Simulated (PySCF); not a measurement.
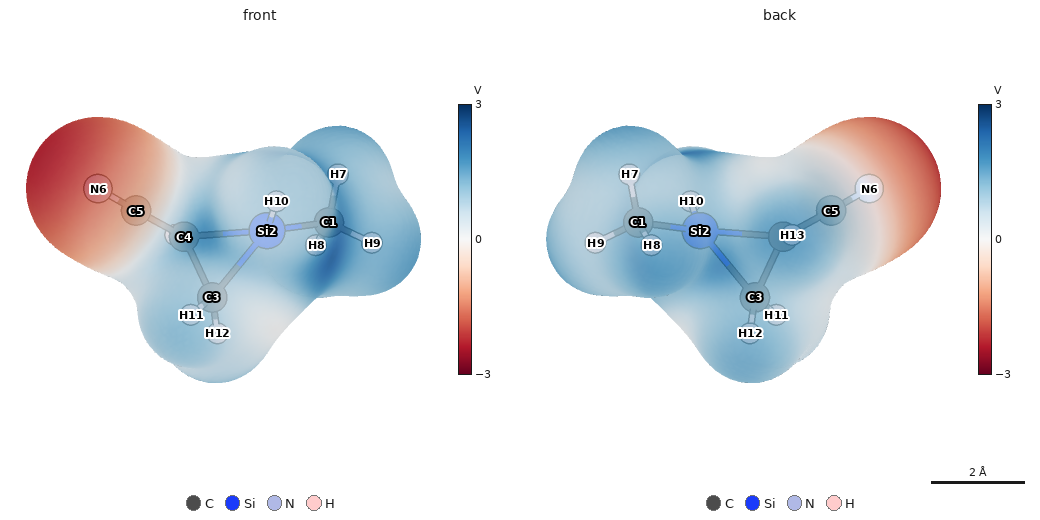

*C$_{4}$H$_{7}$NSi. The molecular electrostatic potential painted on the density surface at 0.004 e/bohr³, seen from the front and from behind; red is negative and blue positive.*

Geometry: GFN2-xTB.

These are results of PySCF, PBE0/pcSseg-1, SCF density, gas phase, non-relativistic, not measurements.

```yaml
atoms:
  - { symbol: C, position_ang: [2.1478, 0.0984, 0.0850] }
  - { symbol: Si, position_ang: [0.4000, -0.0480, 0.7855] }
  - { symbol: C, position_ang: [-0.8624, -1.1021, -0.1232] }
  - { symbol: C, position_ang: [-1.0339, 0.4133, -0.3970] }
  - { symbol: C, position_ang: [-2.1881, 1.0268, 0.1198] }
  - { symbol: N, position_ang: [-3.1159, 1.5290, 0.5736] }
  - { symbol: H, position_ang: [2.5610, 1.0871, 0.2627] }
  - { symbol: H, position_ang: [2.1614, -0.0835, -0.9858] }
  - { symbol: H, position_ang: [2.8108, -0.6223, 0.5535] }
  - { symbol: H, position_ang: [0.1971, 0.2033, 2.2013] }
  - { symbol: H, position_ang: [-1.6801, -1.5530, 0.4230] }
  - { symbol: H, position_ang: [-0.5962, -1.6921, -0.9902] }
  - { symbol: H, position_ang: [-0.8059, 0.7437, -1.4046] }
```

**Where is the surface potential most negative and most positive?**

The most negative region (about −2.4 V, or −55 kcal/mol for a unit charge) lies over N6, the most positive (about +2.3 V, or +53 kcal/mol for a unit charge) over Si2. N6 is the likeliest acceptor of a hydrogen bond.

**What dipole moment does the calculation give?**

Its dipole moment is 5.55 D.
